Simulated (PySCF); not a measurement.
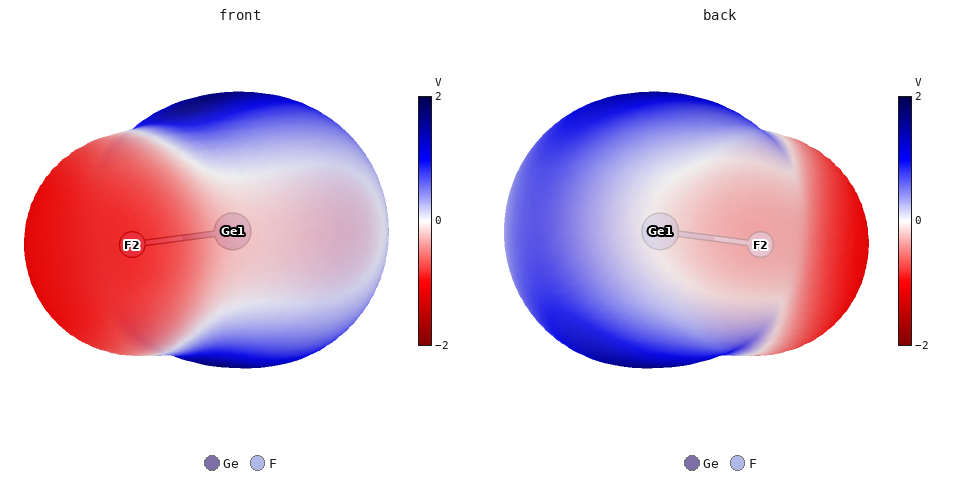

GeF (doublet). The molecular electrostatic potential painted on the density surface at 0.001 e/bohr³, seen from the front and from behind; red is negative and blue positive.

Computed with PySCF 2.14.0, PBE0/6-31G(d,p), non-relativistic, at a bond length of 1.760 Å.

Describe the electrostatic potential map.

The most negative region (about −1.1 V) lies over F2, the most positive (about +1.7 V) over Ge1.
